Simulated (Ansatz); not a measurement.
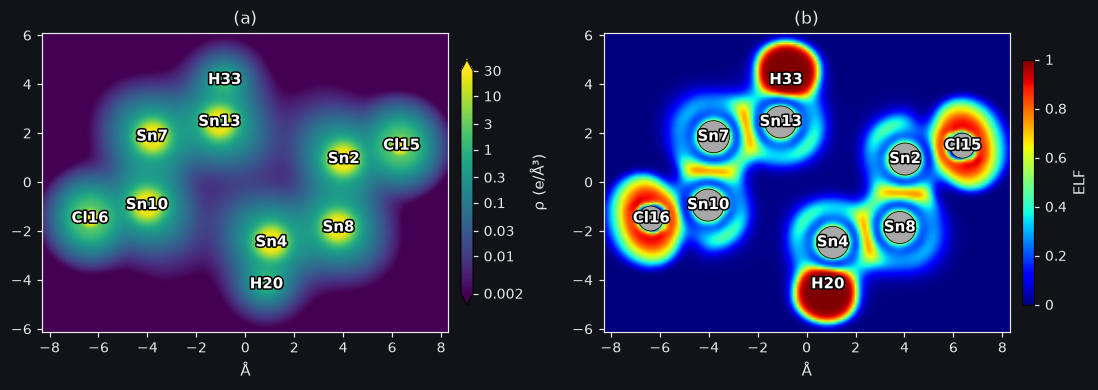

Cl2H18Sn14 (Sn14H20 off sphere). (a) electron density; (b) electron localisation function on the plane of atoms Sn2, Sn8 and Sn4. Grey discs cover the atomic cores in the ELF map.

Geometry: r2SCAN-D4/def2-SVP; core potentials replace the inner electrons of Sn.

Level of theory: RKS PBE0-D4/def2-SVP in Ansatz.

The calculation's input:

```
crystal:
  periodic: [false, false, false]
  atoms:
    - {symbol: Sn, position_ang: [0.805579, -4.078540, 0.801220]}
    - {symbol: Sn, position_ang: [-2.385303, 2.389821, -2.389051]}
    - {symbol: Sn, position_ang: [0.795591, -0.804429, -2.433987]}
    - {symbol: Sn, position_ang: [-2.434814, -0.800955, 0.800521]}
    - {symbol: Sn, position_ang: [0.806467, -0.809382, 4.075615]}
    - {symbol: Sn, position_ang: [0.803999, 2.428231, 0.798684]}
    - {symbol: Sn, position_ang: [4.080473, -0.807430, 0.800261]}
    - {symbol: Sn, position_ang: [-4.078960, 0.810981, -0.806222]}
    - {symbol: Sn, position_ang: [-0.807345, -2.432587, -0.802654]}
    - {symbol: Sn, position_ang: [2.389495, -2.388800, 2.383001]}
    - {symbol: Sn, position_ang: [-0.805851, 0.808033, -4.082794]}
    - {symbol: Sn, position_ang: [-0.801918, 4.079362, -0.806582]}
    - {symbol: Sn, position_ang: [2.429595, 0.796979, -0.806943]}
    - {symbol: Sn, position_ang: [-0.800203, 0.799206, 2.428201]}
    - {symbol: Cl, position_ang: [-3.772522, 3.779737, -3.772602]}
    - {symbol: Cl, position_ang: [3.775936, -3.779725, 3.766337]}
    - {symbol: H, position_ang: [1.799827, -5.084181, -0.176157]}
    - {symbol: H, position_ang: [-0.165462, -5.086572, 1.799197]}
    - {symbol: H, position_ang: [1.800378, -1.812076, -3.412366]}
    - {symbol: H, position_ang: [-3.413937, -1.805768, 1.807300]}
    - {symbol: H, position_ang: [-0.167156, -1.808846, 5.079695]}
    - {symbol: H, position_ang: [1.801065, 0.163754, 5.085025]}
    - {symbol: H, position_ang: [1.812513, 3.403313, 1.805826]}
    - {symbol: H, position_ang: [5.088499, -1.802880, -0.173318]}
    - {symbol: H, position_ang: [5.085884, 0.169965, 1.794761]}
    - {symbol: H, position_ang: [-5.089298, -0.159943, -1.802007]}
    - {symbol: H, position_ang: [-5.082501, 1.810064, 0.168443]}
    - {symbol: H, position_ang: [-1.812923, -3.412477, -1.808010]}
    - {symbol: H, position_ang: [-1.802366, -0.161755, -5.093448]}
    - {symbol: H, position_ang: [0.172149, 1.804617, -5.085528]}
    - {symbol: H, position_ang: [0.172457, 5.087394, -1.801280]}
    - {symbol: H, position_ang: [-1.799374, 5.084705, 0.167847]}
    - {symbol: H, position_ang: [3.405960, 1.802282, -1.816018]}
    - {symbol: H, position_ang: [-1.803433, 1.806400, 3.408533]}
basis:
  gaussian: {orbitals: def2-SVP, fitting: {mean_field: def2-universal-jkfit}, initial_orbitals: start.molden}
hamiltonian: {xc: pbe0, dispersion: d4}
scf: {omitted_lower_state_checks: [starts]}
output: {forces: true, orbitals: {seedname: orbitals}}
```

Command:

```sh
ansatz run in.yaml --threads 2 --pin off --events-out ev --progress --plain --max-ram 32768MiB --backend cuda --devices 0, --max-vram 18GiB
```

> What do the fields say about this system?

- The plane passes through Sn, Cl and H nuclei.
- Sn–Cl (2.40 Å): ρ is about 0.49 e/Å³ halfway; the ELF peaks at about 0.80 in the valence shell of Cl, 0.8 Å from its nucleus, and drops to about 0.15 between the two atoms.
- Sn–Sn (2.80 Å): ρ is about 0.39 e/Å³ halfway; the ELF peaks at about 0.70 between the atoms.
- Sn–H (1.73 Å): the density is about 1.1 e/Å³ at the midpoint; the ELF climbs to about 1 towards the hydrogen.
- The ELF also peaks beside Cl16 and Cl15, away from the bonds: lone-pair regions.
